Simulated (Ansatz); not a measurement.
# AlF3H4O2: two geometries relaxed, part 1 of 2

Aim: relax the geometries before and after the reaction (exchange6), and see whether they are two minima and how far apart in energy. Meant to form: Al1–F6, H5–O8, H7–O2; to break: Al1–O2, H5–F6, H7–O8. The start is a guess near the saddle point, from which both ends are pulled out.

Method: RKS PBE0-D4/6-31G*, in Ansatz 0.2.0.

## (1) The system as given

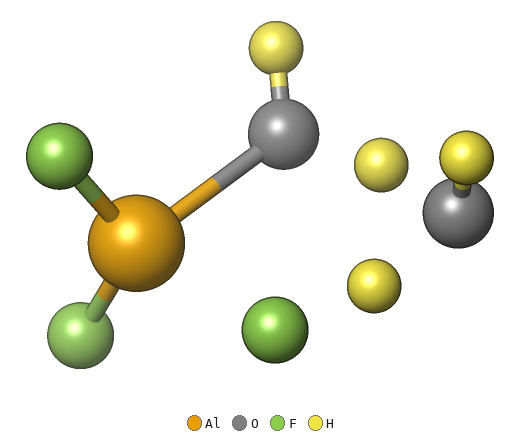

The starting structure, seen from a free direction (aluminium amber, oxygen grey, fluorine green, hydrogen yellow).

Structure file:

```xyz
10

Al   -0.5532   -1.5272    0.0707
O     1.2022   -0.3129   -0.3544
F    -1.3099   -1.8136   -1.3497
F    -0.2421   -2.6092    1.2472
H    -0.6180    1.1875    0.7634
F    -1.3572    0.2435    0.8863
H     0.9193    0.8865   -0.0185
O     0.3225    1.9437    0.3670
H     1.6550   -0.3669   -1.1905
H    -0.0185    2.3685   -0.4216
```

## (2) Pulling towards end A

Springs on the bonds that form and break draw the guess towards this end; the thresholds are loose.

The input, input.yaml:

```yaml
crystal:
  periodic: [false, false, false]
  atoms:
    - { symbol: Al, position_ang: [-0.5532, -1.5272, 0.0707] }
    - { symbol: O, position_ang: [1.2022, -0.3129, -0.3544] }
    - { symbol: F, position_ang: [-1.3099, -1.8136, -1.3497] }
    - { symbol: F, position_ang: [-0.2421, -2.6092, 1.2472] }
    - { symbol: H, position_ang: [-0.618, 1.1875, 0.7634] }
    - { symbol: F, position_ang: [-1.3572, 0.2435, 0.8863] }
    - { symbol: H, position_ang: [0.9193, 0.8865, -0.0185] }
    - { symbol: O, position_ang: [0.3225, 1.9437, 0.367] }
    - { symbol: H, position_ang: [1.655, -0.3669, -1.1905] }
    - { symbol: H, position_ang: [-0.0185, 2.3685, -0.4216] }
basis:
  gaussian: { orbitals: "6-31G*" }
hamiltonian:
  xc: pbe0
  dispersion: d4
relax:
  f_tol: 0.15
  max_steps: 25
  restrain:
    - { distance: [0, 5], at: 3.08, k: 30.0 }
    - { distance: [4, 7], at: 2.27, k: 30.0 }
    - { distance: [6, 1], at: 2.27, k: 30.0 }
    - { distance: [0, 1], at: 1.87, k: 30.0 }
    - { distance: [4, 5], at: 0.88, k: 30.0 }
    - { distance: [6, 7], at: 0.97, k: 30.0 }
output:
  orbitals: {}
```

Command:

```
$ ansatz run input.yaml --threads 2 --pin off --max-ram 3072MiB --backend cpu --events-out ev --progress --plain --runs-dir out
```

The log of the run (excerpt; [...] marks lines left out):

```text
Warning: RAYON_NUM_THREADS=2 ignored (pool sized by the plan → 2); use --threads N
[...]
Functional definition: PBE0
[...]
980 factors; integrals over basis functions are off by at most 5.1e-4 eV
[...]
mean field -18896.25371097 eV, -694.4245155373 hartree, gradient 8.5e-6 eV, S^2 0.000000; 0 other end points of the search recorded, 0 dependent functions left out
[...]
reference -18896.25374780 eV, -694.4245168909 hartree; 30, 30 occupied and 72, 72 virtual orbitals, 980 factors
relax step   1: F+E_penalty+E_count = -18896.37979258 eV  Δ(F+E_penalty+E_count) = +0.000e0 eV  max|allowed force component| = 4.265e0 eV/Å  E_restraint = 48.30319415 eV  max|allowed force component, restraints' pulls added| = 3.560e1 eV/Å  Δτ_max = 0.0000 Å  (27 SCF iters, accepted)
[...]
relax step   3: F+E_penalty+E_count = -18895.70030131 eV  Δ(F+E_penalty+E_count) = +4.037e-1 eV  max|allowed force component| = 5.356e0 eV/Å  E_restraint = 4.16787327 eV  max|allowed force component, restraints' pulls added| = 9.557e0 eV/Å  Δτ_max = 0.1945 Å  (31 SCF iters, accepted)
[...]
relax step   5: F+E_penalty+E_count = -18895.86390391 eV  Δ(F+E_penalty+E_count) = -1.149e-1 eV  max|allowed force component| = 1.326e0 eV/Å  E_restraint = 0.14284438 eV  max|allowed force component, restraints' pulls added| = 1.544e0 eV/Å  Δτ_max = 0.1988 Å  (28 SCF iters, accepted)
[...]
relax step   7: F+E_penalty+E_count = -18895.94669349 eV  Δ(F+E_penalty+E_count) = -1.405e-1 eV  max|allowed force component| = 1.639e0 eV/Å  E_restraint = 0.09127516 eV  max|allowed force component, restraints' pulls added| = 3.391e-1 eV/Å  Δτ_max = 0.2000 Å  (28 SCF iters, accepted)
[...]
relax step   8: F+E_penalty+E_count = -18895.96483285 eV  Δ(F+E_penalty+E_count) = -1.814e-2 eV  max|allowed force component| = 1.586e0 eV/Å  E_restraint = 0.09282645 eV  max|allowed force component, restraints' pulls added| = 6.175e-2 eV/Å  Δτ_max = 0.1145 Å  (27 SCF iters, accepted)
[...]
relax step   9: F+E_penalty+E_count = -18895.96149782 eV  Δ(F+E_penalty+E_count) = +3.335e-3 eV  max|allowed force component| = 1.568e0 eV/Å  E_restraint = 0.11021985 eV  max|allowed force component, restraints' pulls added| = 1.372e0 eV/Å  Δτ_max = 0.1825 Å  (28 SCF iters, rejected (line search))
  distance Al 0 - F 5 = 3.0757 Å
  distance H 4 - O 7 = 2.2584 Å
  distance H 6 - O 1 = 2.2666 Å
  distance Al 0 - O 1 = 1.8057 Å
  distance H 4 - F 5 = 0.9352 Å
  distance H 6 - O 7 = 0.9687 Å
[...]
980 factors; integrals over basis functions are off by at most 3.6e-4 eV
mean field -18895.84815010 eV, -694.4096114503 hartree, gradient 8.6e-5 eV, S^2 0.000000; 0 other end points of the search recorded, 0 dependent functions left out
[...]
reference -18895.84818720 eV, -694.4096128135 hartree; 30, 30 occupied and 72, 72 virtual orbitals, 980 factors
```

## (3) The log goes on: pulled along the bonds that form and break, towards end A

The log, continued:

```text
relax step  10: F+E_penalty+E_count = -18895.96695327 eV  Δ(F+E_penalty+E_count) = -2.120e-3 eV  max|allowed force component| = 1.552e0 eV/Å  E_restraint = 0.09035628 eV  max|allowed force component, restraints' pulls added| = 2.821e-1 eV/Å  Δτ_max = 0.0897 Å  (25 SCF iters, accepted)
  distance Al 0 - F 5 = 3.0625 Å
  distance H 4 - O 7 = 2.2566 Å
  distance H 6 - O 1 = 2.2645 Å
  distance Al 0 - O 1 = 1.8067 Å
  distance H 4 - F 5 = 0.9187 Å
  distance H 6 - O 7 = 0.9702 Å
these checks for a lower state are left out or cut short: starts, cluster_reference, orbital_swaps, neighbouring_geometries, increment
980 factors; integrals over basis functions are off by at most 3.6e-4 eV
mean field -18895.86049704 eV, -694.4100651920 hartree, gradient 8.5e-6 eV, S^2 0.000000; 0 other end points of the search recorded, 0 dependent functions left out
the calculation of the forces begins
reference -18895.86053406 eV, -694.4100665524 hartree; 30, 30 occupied and 72, 72 virtual orbitals, 980 factors
relax step  11: F+E_penalty+E_count = -18895.97955824 eV  Δ(F+E_penalty+E_count) = -1.260e-2 eV  max|allowed force component| = 1.528e0 eV/Å  E_restraint = 0.10409985 eV  max|allowed force component, restraints' pulls added| = 5.251e-1 eV/Å  Δτ_max = 0.0960 Å  (28 SCF iters, rejected (line search))
  distance Al 0 - F 5 = 3.0656 Å
  distance H 4 - O 7 = 2.2555 Å
  distance H 6 - O 1 = 2.2587 Å
  distance Al 0 - O 1 = 1.8040 Å
  distance H 4 - F 5 = 0.9252 Å
  distance H 6 - O 7 = 0.9696 Å
these checks for a lower state are left out or cut short: starts, cluster_reference, orbital_swaps, neighbouring_geometries, increment
980 factors; integrals over basis functions are off by at most 3.6e-4 eV
mean field -18895.85574418 eV, -694.4098905276 hartree, gradient 8.2e-5 eV, S^2 0.000000; 0 other end points of the search recorded, 0 dependent functions left out
the calculation of the forces begins
reference -18895.85578128 eV, -694.4098918911 hartree; 30, 30 occupied and 72, 72 virtual orbitals, 980 factors
relax step  12: F+E_penalty+E_count = -18895.97455270 eV  Δ(F+E_penalty+E_count) = -7.599e-3 eV  max|allowed force component| = 1.564e0 eV/Å  E_restraint = 0.09324343 eV  max|allowed force component, restraints' pulls added| = 1.535e-1 eV/Å  Δτ_max = 0.0480 Å  (26 SCF iters, accepted)
  distance Al 0 - F 5 = 3.0633 Å
  distance H 4 - O 7 = 2.2557 Å
  distance H 6 - O 1 = 2.2636 Å
  distance Al 0 - O 1 = 1.8053 Å
  distance H 4 - F 5 = 0.9187 Å
  distance H 6 - O 7 = 0.9699 Å
these checks for a lower state are left out or cut short: starts, cluster_reference, orbital_swaps, neighbouring_geometries, increment
980 factors; integrals over basis functions are off by at most 3.6e-4 eV
mean field -18895.86113566 eV, -694.4100886609 hartree, gradient 8.2e-5 eV, S^2 0.000000; 0 other end points of the search recorded, 0 dependent functions left out
the calculation of the forces begins
reference -18895.86117276 eV, -694.4100900242 hartree; 30, 30 occupied and 72, 72 virtual orbitals, 980 factors
relax step  13: F+E_penalty+E_count = -18895.97988556 eV  Δ(F+E_penalty+E_count) = -5.333e-3 eV  max|allowed force component| = 1.578e0 eV/Å  E_restraint = 0.09510686 eV  max|allowed force component, restraints' pulls added| = 5.331e-2 eV/Å  Δτ_max = 0.0492 Å  (26 SCF iters, accepted)
  distance Al 0 - F 5 = 3.0647 Å
  distance H 4 - O 7 = 2.2556 Å
  distance H 6 - O 1 = 2.2631 Å
  distance Al 0 - O 1 = 1.8043 Å
  distance H 4 - F 5 = 0.9192 Å
  distance H 6 - O 7 = 0.9703 Å
these checks for a lower state are left out or cut short: starts, cluster_reference, orbital_swaps, neighbouring_geometries, increment
980 factors; integrals over basis functions are off by at most 3.5e-4 eV
mean field evaluation 96: about -18895.8640 eV, gradient 1.5e-5 eV
mean field -18895.86396536 eV, -694.4101926505 hartree, gradient 8.0e-5 eV, S^2 0.000000; 0 other end points of the search recorded, 0 dependent functions left out
the calculation of the forces begins
reference -18895.86400249 eV, -694.4101940148 hartree; 30, 30 occupied and 72, 72 virtual orbitals, 980 factors
relax step  14: F+E_penalty+E_count = -18895.98265536 eV  Δ(F+E_penalty+E_count) = -2.770e-3 eV  max|allowed force component| = 1.607e0 eV/Å  E_restraint = 0.09483031 eV  max|allowed force component, restraints' pulls added| = 1.097e-1 eV/Å  Δτ_max = 0.0731 Å  (25 SCF iters, accepted)
  distance Al 0 - F 5 = 3.0654 Å
  distance H 4 - O 7 = 2.2568 Å
  distance H 6 - O 1 = 2.2629 Å
  distance Al 0 - O 1 = 1.8043 Å
  distance H 4 - F 5 = 0.9195 Å
  distance H 6 - O 7 = 0.9714 Å
these checks for a lower state are left out or cut short: starts, cluster_reference, orbital_swaps, neighbouring_geometries, increment
980 factors; integrals over basis functions are off by at most 3.6e-4 eV
mean field -18895.86420025 eV, -694.4102012824 hartree, gradient 8.6e-5 eV, S^2 0.000000; 0 other end points of the search recorded, 0 dependent functions left out
the calculation of the forces begins
reference -18895.86423737 eV, -694.4102026465 hartree; 30, 30 occupied and 72, 72 virtual orbitals, 980 factors
relax step  15: F+E_penalty+E_count = -18895.98264090 eV  Δ(F+E_penalty+E_count) = +1.446e-5 eV  max|allowed force component| = 1.552e0 eV/Å  E_restraint = 0.09321364 eV  max|allowed force component, restraints' pulls added| = 2.608e-1 eV/Å  Δτ_max = 0.1097 Å  (25 SCF iters, accepted)
  distance Al 0 - F 5 = 3.0651 Å
  distance H 4 - O 7 = 2.2582 Å
  distance H 6 - O 1 = 2.2652 Å
  distance Al 0 - O 1 = 1.8056 Å
  distance H 4 - F 5 = 0.9209 Å
  distance H 6 - O 7 = 0.9733 Å
these checks for a lower state are left out or cut short: starts, cluster_reference, orbital_swaps, neighbouring_geometries, increment
980 factors; integrals over basis functions are off by at most 3.5e-4 eV
mean field -18895.87319618 eV, -694.4105318769 hartree, gradient 8.2e-5 eV, S^2 0.000000; 0 other end points of the search recorded, 0 dependent functions left out
the calculation of the forces begins
reference -18895.87323330 eV, -694.4105332407 hartree; 30, 30 occupied and 72, 72 virtual orbitals, 980 factors
relax step  16: F+E_penalty+E_count = -18895.99165235 eV  Δ(F+E_penalty+E_count) = -9.011e-3 eV  max|allowed force component| = 1.628e0 eV/Å  E_restraint = 0.09889031 eV  max|allowed force component, restraints' pulls added| = 2.558e-1 eV/Å  Δτ_max = 0.0622 Å  (25 SCF iters, accepted)
  distance Al 0 - F 5 = 3.0642 Å
  distance H 4 - O 7 = 2.2558 Å
  distance H 6 - O 1 = 2.2625 Å
  distance Al 0 - O 1 = 1.8046 Å
  distance H 4 - F 5 = 0.9224 Å
  distance H 6 - O 7 = 0.9732 Å
these checks for a lower state are left out or cut short: starts, cluster_reference, orbital_swaps, neighbouring_geometries, increment
980 factors; integrals over basis functions are off by at most 3.4e-4 eV
mean field -18895.87628024 eV, -694.4106452139 hartree, gradient 8.5e-5 eV, S^2 0.000000; 0 other end points of the search recorded, 0 dependent functions left out
the calculation of the forces begins
reference -18895.87631719 eV, -694.4106465718 hartree; 30, 30 occupied and 72, 72 virtual orbitals, 980 factors
relax step  17: F+E_penalty+E_count = -18895.99526363 eV  Δ(F+E_penalty+E_count) = -3.611e-3 eV  max|allowed force component| = 1.648e0 eV/Å  E_restraint = 0.09719990 eV  max|allowed force component, restraints' pulls added| = 2.285e-2 eV/Å  Δτ_max = 0.1148 Å  (25 SCF iters, accepted)
  distance Al 0 - F 5 = 3.0637 Å
  distance H 4 - O 7 = 2.2545 Å
  distance H 6 - O 1 = 2.2624 Å
  distance Al 0 - O 1 = 1.8034 Å
  distance H 4 - F 5 = 0.9184 Å
  distance H 6 - O 7 = 0.9698 Å
980 factors; integrals over basis functions are off by at most 3.4e-4 eV
mean field -18895.87628024 eV, -694.4106452139 hartree, gradient 8.5e-5 eV, S^2 0.000000; 1 other end points of the search recorded, 0 dependent functions left out
the calculation of the forces begins
reference -18895.87631719 eV, -694.4106465718 hartree; 30, 30 occupied and 72, 72 virtual orbitals, 980 factors
Total energy: -18895.99530058 eV, -694.4150191306 hartree
Atom 0 at    -0.131370    -1.814177    -0.138907 Å, force     1.080522     1.647800    -0.533705 eV/Å
Atom 1 at     1.088056    -0.640856    -0.762165 Å, force    -1.360046    -1.091257     0.791580 eV/Å
Atom 2 at    -1.177791    -2.516680    -1.188989 Å, force    -0.009267     0.006187    -0.010508 eV/Å
Atom 3 at     0.003987    -2.318076     1.412063 Å, force     0.006879     0.003669     0.007046 eV/Å
Atom 4 at    -1.317827     1.157050     0.909445 Å, force     1.204121     1.031204     0.167131 eV/Å
Atom 5 at    -1.936982     0.501634     0.734549 Å, force    -0.511085    -1.198083    -0.376101 eV/Å
Atom 6 at     1.163706     1.329960     0.346263 Å, force    -0.011432    -0.182129    -0.116981 eV/Å
Atom 7 at     0.690829     2.135356     0.607534 Å, force    -0.414550    -0.206609     0.068220 eV/Å
Atom 8 at     0.989495    -0.476573    -1.708293 Å, force     0.002812    -0.009806    -0.003899 eV/Å
Atom 9 at     0.627998     2.642262    -0.211601 Å, force     0.012045    -0.000976     0.007216 eV/Å
Dipole moment:     0.293930     0.334914    -0.612547 e Å
```

Wall time 30 s (2 threads of Intel Xeon Platinum 8488C (Sapphire Rapids), shared host); peak memory 0.23 GiB.

Step by step:

```tsv
step	energy from step 1 (eV)	largest force component (eV/Å)
1	0.0000	4.2646
2	0.2758	3.2202
3	0.6795	5.3555
4	0.6307	2.3866
5	0.5159	1.3260
6	0.5736	2.7678
7	0.4331	1.6387
8	0.4150	1.5863
9x	0.4183	1.5678
10	0.4128	1.5520
11x	0.4002	1.5276
12	0.4052	1.5642
13	0.3999	1.5778
14	0.3971	1.6067
15	0.3972	1.5523
16	0.3881	1.6281
17	0.3845	1.6478
```

Step 1 is the start. 2 steps were tried and not accepted (marked x). Energies and forces in the table leave out the springs, which the log lists apart; the run stops on the force with the springs' pull added.

After: Bond lengths: Al1–O2 1.803 Å, Al1–F3 1.640 Å, Al1–F4 1.636 Å, H5–F6 0.918 Å, H7–O8 0.970 Å, O2–H9 0.965 Å, O8–H10 0.965 Å. Angles: Al1–O2–H9 112.4°, O2–Al1–F3 119.3°, O2–Al1–F4 118.2°, F3–Al1–F4 121.8°, H7–O8–H10 103.8°.

Pairs that crossed the distance rule for bonds on the way: came closer H5–F6, H7–O8; moved apart Al1–F6.

## (4) End point A

It starts where the restrained run ended.

The input, input.yaml:

```yaml
crystal:
  periodic: [false, false, false]
  atoms:
    - { symbol: Al, position_ang: [-0.13137, -1.814177, -0.138907] }
    - { symbol: O, position_ang: [1.088056, -0.640856, -0.762165] }
    - { symbol: F, position_ang: [-1.177791, -2.51668, -1.188989] }
    - { symbol: F, position_ang: [0.003987, -2.318076, 1.412063] }
    - { symbol: H, position_ang: [-1.317827, 1.15705, 0.909445] }
    - { symbol: F, position_ang: [-1.936982, 0.501634, 0.734549] }
    - { symbol: H, position_ang: [1.163706, 1.32996, 0.346263] }
    - { symbol: O, position_ang: [0.690829, 2.135356, 0.607534] }
    - { symbol: H, position_ang: [0.989495, -0.476573, -1.708293] }
    - { symbol: H, position_ang: [0.627998, 2.642262, -0.211601] }
basis:
  gaussian: { orbitals: "6-31G*" }
hamiltonian:
  xc: pbe0
  dispersion: d4
relax:
  f_tol: 0.03
  max_steps: 50
```

Command:

```
$ ansatz run input.yaml --threads 2 --pin off --max-ram 3072MiB --backend cpu --events-out ev --progress --plain --runs-dir out
```

The log of the run (excerpt; [...] marks lines left out):

```text
Warning: RAYON_NUM_THREADS=2 ignored (pool sized by the plan → 2); use --threads N
[...]
[... 1 set-up line as earlier in the session ...]
[...]
977 factors; integrals over basis functions are off by at most 3.4e-4 eV
[...]
mean field -18895.87625799 eV, -694.4106443963 hartree, gradient 7.6e-5 eV, S^2 0.000000; 0 other end points of the search recorded, 0 dependent functions left out
[...]
reference -18895.87629498 eV, -694.4106457555 hartree; 30, 30 occupied and 72, 72 virtual orbitals, 977 factors
relax step   1: F+E_penalty+E_count = -18895.99524138 eV  Δ(F+E_penalty+E_count) = +0.000e0 eV  max|allowed force component| = 1.648e0 eV/Å  Δτ_max = 0.0000 Å  (25 SCF iters, accepted)
[...]
relax step   4: F+E_penalty+E_count = -18897.22549403 eV  Δ(F+E_penalty+E_count) = -4.761e-1 eV  max|allowed force component| = 7.576e-1 eV/Å  Δτ_max = 0.1955 Å  (27 SCF iters, accepted)
[...]
relax step   7: F+E_penalty+E_count = -18897.77945004 eV  Δ(F+E_penalty+E_count) = -1.141e-1 eV  max|allowed force component| = 7.062e-1 eV/Å  Δτ_max = 0.1084 Å  (27 SCF iters, accepted)
[...]
relax step  10: F+E_penalty+E_count = -18897.97474428 eV  Δ(F+E_penalty+E_count) = +2.357e-2 eV  max|allowed force component| = 2.878e0 eV/Å  Δτ_max = 0.1921 Å  (29 SCF iters, rejected (line search))
[...]
relax step  11: F+E_penalty+E_count = -18898.16860997 eV  Δ(F+E_penalty+E_count) = -1.703e-1 eV  max|allowed force component| = 8.187e-1 eV/Å  Δτ_max = 0.0956 Å  (27 SCF iters, accepted)
[...]
relax step  12: F+E_penalty+E_count = -18898.28116168 eV  Δ(F+E_penalty+E_count) = -1.126e-1 eV  max|allowed force component| = 9.030e-1 eV/Å  Δτ_max = 0.0975 Å  (28 SCF iters, accepted)
[...]
977 factors; integrals over basis functions are off by at most 4.7e-4 eV
[...]
mean field -18898.26924994 eV, -694.4985852285 hartree, gradient 9.3e-6 eV, S^2 0.000000; 0 other end points of the search recorded, 0 dependent functions left out
[...]
```

## (5) The output, continued: end point A relaxed

The log, continued (excerpt; [...] marks lines left out):

```text
reference -18898.26928690 eV, -694.4985865866 hartree; 30, 30 occupied and 72, 72 virtual orbitals, 977 factors
relax step  13: F+E_penalty+E_count = -18898.40094997 eV  Δ(F+E_penalty+E_count) = -1.198e-1 eV  max|allowed force component| = 4.759e-1 eV/Å  Δτ_max = 0.1497 Å  (27 SCF iters, accepted)
[...]
relax step  19: F+E_penalty+E_count = -18898.43336057 eV  Δ(F+E_penalty+E_count) = -4.712e-4 eV  max|allowed force component| = 5.419e-2 eV/Å  Δτ_max = 0.0214 Å  (24 SCF iters, accepted)
[...]
relax step  20: F+E_penalty+E_count = -18898.43376329 eV  Δ(F+E_penalty+E_count) = -4.027e-4 eV  max|allowed force component| = 2.511e-2 eV/Å  Δτ_max = 0.0097 Å  (21 SCF iters, accepted)
977 factors; integrals over basis functions are off by at most 4.3e-4 eV
[...]
Atom 0 at    -0.520822    -1.315792     0.191357 Å, force    -0.025110     0.005908    -0.014832 eV/Å
Atom 1 at     1.044942    -0.394462    -0.385539 Å, force     0.008544     0.007874     0.015733 eV/Å
Atom 2 at    -1.131755    -1.736657    -1.294079 Å, force     0.002207     0.001037     0.008671 eV/Å
Atom 3 at    -0.074599    -2.528929     1.217790 Å, force     0.010236     0.008510    -0.003401 eV/Å
Atom 4 at    -0.422410     1.463637     0.785690 Å, force    -0.001447    -0.005693    -0.001938 eV/Å
Atom 5 at    -1.310977    -0.020308     0.937694 Å, force     0.009923    -0.010192    -0.004238 eV/Å
Atom 6 at     0.937085     0.606554    -0.200194 Å, force     0.000565    -0.006591     0.001036 eV/Å
Atom 7 at     0.333779     1.929735     0.363400 Å, force     0.003039     0.005735     0.000958 eV/Å
Atom 8 at     1.207776    -0.529442    -1.330571 Å, force    -0.008040    -0.005471    -0.000829 eV/Å
Atom 9 at    -0.062918     2.525564    -0.285649 Å, force     0.000085    -0.001118    -0.001159 eV/Å
Dipole moment:     0.322716     0.901023    -0.582509 e Å
```

It took 39 s on 2 threads of Intel Xeon Platinum 8488C (Sapphire Rapids), shared host; peak memory 0.23 GiB.

Step by step:

```tsv
step	energy from step 1 (eV)	largest force component (eV/Å)
1	0.0000	1.6475
2	-0.3813	1.0372
3	-0.7542	1.0353
4	-1.2303	0.7576
5	-1.4908	1.6281
6	-1.6701	1.1842
7	-1.7842	0.7062
8	-1.9059	0.5581
9	-2.0031	1.7934
10x	-1.9795	2.8783
11	-2.1734	0.8187
12	-2.2859	0.9030
13	-2.4057	0.4759
14x	-2.4025	0.6104
15	-2.4211	0.5255
16x	-2.4132	0.5300
17	-2.4308	0.4987
18	-2.4376	0.0574
19	-2.4381	0.0542
20	-2.4385	0.0251
```

Step 1 is the start. 3 steps were tried and not accepted (marked x).

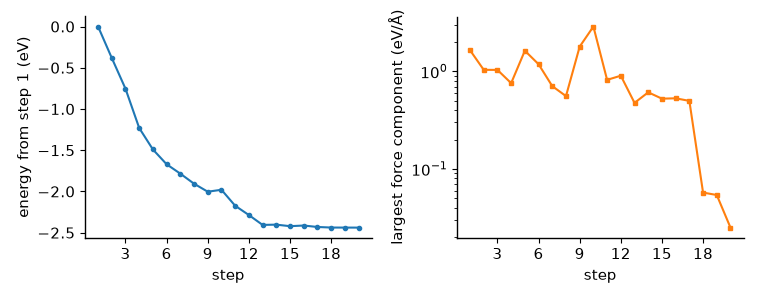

Energy and largest force along the relaxation.

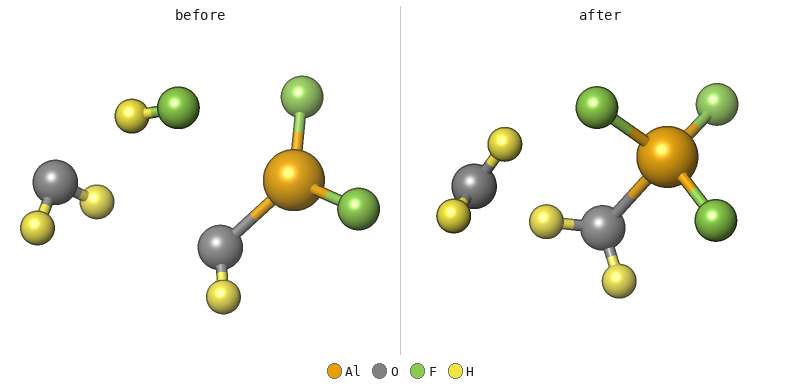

The structure before (left) and after (right), drawn at the same scale.

After: Bond lengths: Al1–O2 1.906 Å, Al1–F3 1.660 Å, Al1–F4 1.651 Å, Al1–F6 1.691 Å, O2–H7 1.024 Å, H5–O8 0.984 Å, O2–H9 0.968 Å, O8–H10 0.966 Å. Angles: Al1–O2–H7 109.3°, Al1–O2–H9 111.5°, H7–O2–H9 109.3°, O2–Al1–F3 98.9°, O2–Al1–F4 108.7°, O2–Al1–F6 98.5°, F3–Al1–F4 118.0°, F3–Al1–F6 114.7°, F4–Al1–F6 114.5°, H5–O8–H10 105.4°.

Pairs that crossed the distance rule for bonds on the way: came closer Al1–F6, O2–H7, H5–O8; moved apart H5–F6, H7–O8.

(Continued in part 2 of 2.)
